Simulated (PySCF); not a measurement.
# doublet C2H5O: levels of theory compared

We compute a comparison of 6 runs (U-wB97M-V/def2-SVPD, UB2PLYP/def2-SVPD, UCAM-B3LYP/def2-SVPD, UM06-2X/def2-SVPD, UM06-L/def2-SVPD, UPBE0/def2-SVPD) of doublet C2H5O. The job is set up through a Python script.

Program for the calculation: PySCF 2.14.0.

### Step 1. The system as given

C2H5O: 8 atoms, total charge 0, spin state doublet. As SMILES of the parent species, `CC[O-]`. The coordinates come from a PBE0-D4/def2-TZVPD relaxation. That shape belongs to the parent species and isn't relaxed for this state.

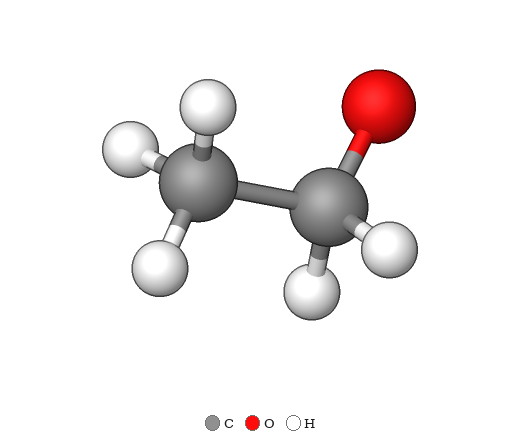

Viewed from a chosen angle; carbon grey, oxygen red, hydrogen white.

### Step 2. The energy at U-wB97M-V/def2-SVPD (run 1)

calc.py

```python
from pyscf import gto, dft

mol = gto.M(
    atom='''
C     -0.440680     0.576090    -0.258010
C      0.455590    -0.573780     0.261950
O      1.696460    -0.210870     0.553250
H     -1.463760     0.234370    -0.488810
H      0.003400     1.006710    -1.163790
H     -0.492690     1.370710     0.496300
H      0.369470    -1.383990    -0.532330
H     -0.127780    -1.019260     1.131420
''',
    spin=1,
    max_memory=1860,
    charge=0,
    verbose=4,
    basis='def2-svpd',
)

mf = dft.UKS(mol, xc='wb97m-v')
mf.conv_tol = 1e-10
mf.nlcgrids.level = 1
mf.grids.level = 5
mf.kernel()
if not mf.converged:
    mf = mf.newton().run(mf.mo_coeff, mf.mo_occ)

energy = mf.e_tot
print(f'total energy: {energy:.8f} hartree')
```

Launch:

```
OMP_NUM_THREADS=1 python calc.py
```

Standard output:

```text
PySCF version 2.14.0

[... 67 lines left out ...]
WARN: HOMO -0.305919664088766 >= LUMO -0.305919664088764
[... 54 lines left out ...]
converged SCF energy = -154.178701736268  <S^2> = 0.75459203  2S+1 = 2.0045868
total energy: -154.17870174 hartree
```

Run time: 2.5 min. Hardware: 1 thread of Arm Neoverse V1, shared host; peak memory 0.59 GiB.

### Step 3. The energy at UB2PLYP/def2-SVPD (run 2)

calc.py

```python
from pyscf import gto, dft, mp

mol = gto.Mole()
mol.atom = '''
C       -0.440680       0.576090      -0.258010
C        0.455590      -0.573780       0.261950
O        1.696460      -0.210870       0.553250
H       -1.463760       0.234370      -0.488810
H        0.003400       1.006710      -1.163790
H       -0.492690       1.370710       0.496300
H        0.369470      -1.383990      -0.532330
H       -0.127780      -1.019260       1.131420
'''
mol.verbose = 3
mol.basis = 'def2-svpd'
mol.max_memory = 1860
mol.spin = 1
mol.build()

ks = dft.UKS(mol)
ks.xc = '0.53*HF + 0.47*B88, 0.73*LYP'
ks.grids.level = 5
ks.conv_tol = 1e-10
ks.kernel()
if not ks.converged:
    ks = ks.newton().run(ks.mo_coeff, ks.mo_occ)

pt = mp.MP2(ks, frozen=3).run()
e_tot = ks.e_tot + 0.27 * pt.e_corr
print('PT2 part  %.8f' % (0.27 * pt.e_corr))
print('E(%s) = %.9f' % ('B2PLYP', e_tot))
```

Launch:

```
OMP_NUM_THREADS=1 python calc.py
```

Standard output:

```text
WARN: HOMO -0.310807010073505 >= LUMO -0.310807010073506

converged SCF energy = -153.9486153332  <S^2> = 0.75782246  2S+1 = 2.0078072
E(UMP2) = -154.503734578332  E_corr = -0.555119245132302
E(SCS-UMP2) = -154.500188934094  E_corr = -0.551573600893906
PT2 part  -0.14988220
E(B2PLYP) = -154.098497529
```

Wall time 42 s (1 thread of Arm Neoverse V1, shared host); peak memory 0.54 GiB.

Runs 3 to 5 aren't shown in full; the table further down has their settings and results.

### Step 4. The energy at UPBE0/def2-SVPD (run 6)

calc.py

```python
from pyscf import gto, dft

molecule = gto.Mole()
molecule.atom = '''
C   -0.440680   0.576090  -0.258010
C    0.455590  -0.573780   0.261950
O    1.696460  -0.210870   0.553250
H   -1.463760   0.234370  -0.488810
H    0.003400   1.006710  -1.163790
H   -0.492690   1.370710   0.496300
H    0.369470  -1.383990  -0.532330
H   -0.127780  -1.019260   1.131420
'''
molecule.basis = 'def2-svpd'
molecule.spin = 1
molecule.verbose = 4
molecule.max_memory = 1860
molecule.build()

calc0 = dft.UKS(molecule, xc='pbe0')
calc0.conv_tol = 1e-10
calc0.grids.level = 5
calc0.kernel()
if not calc0.converged:
    calc0 = calc0.newton().run(calc0.mo_coeff, calc0.mo_occ)

etot = calc0.e_tot
print('E(%s) = %.9f' % ('PBE0', etot))
```

Launch:

```
OMP_NUM_THREADS=1 python calc.py
```

Standard output:

```text
PySCF version 2.14.0

[... 105 lines left out ...]
converged SCF energy = -154.081458062648  <S^2> = 0.75523621  2S+1 = 2.0052294
E(PBE0) = -154.081458063
```

Wall time 38 s (1 thread of Arm Neoverse V1, shared host); peak memory 0.54 GiB.

### Step 5. All runs side by side

| run | level | nlc grid | frozen core orbitals | energy (Eh) | dipole moment (D) | HOMO energy (eV) | LUMO energy (eV) | wall time |
| --- | --- | --- | --- | --- | --- | --- | --- | --- |
| 1 | U-wB97M-V/def2-SVPD | 1 | – | -154.178702 | 2.13 | -10.09 | -1.74 | 2.5 min |
| 2 | UB2PLYP/def2-SVPD | – | 3 | -154.098498 | 1.99 | -9.26 | -1.74 | 42 s |
| 3 | UCAM-B3LYP/def2-SVPD | – | – | -154.185173 | 2.17 | -9.15 | -2.77 | 51 s |
| 4 | UM06-2X/def2-SVPD | – | – | -154.174359 | 2.10 | -9.18 | -2.62 | 2.4 min |
| 5 | UM06-L/def2-SVPD | – | – | -154.234703 | 2.13 | -6.19 | -5.06 | 91 s |
| 6 | UPBE0/def2-SVPD | – | – | -154.081458 | 2.11 | -7.66 | -3.91 | 38 s |

### Step 6. What came out

```
                                 quantity          value
                      run 6: total energy  -154.08146 Eh
                     run 6: dipole moment         2.11 D
run 6: HOMO energy (highest over α and β)       -7.66 eV
 run 6: LUMO energy (lowest over α and β)       -3.91 eV
                              run 6: ⟨S²⟩          0.755
```

What this shows: The dipole moment (its size) runs from 1.99 D (UB2PLYP/def2-SVPD) to 2.17 D (UCAM-B3LYP/def2-SVPD). A double hybrid's value is that of its SCF part. Totals of different functionals can't be ranked against each other. All runs together took 8.6 min, the longest 2.5 min.
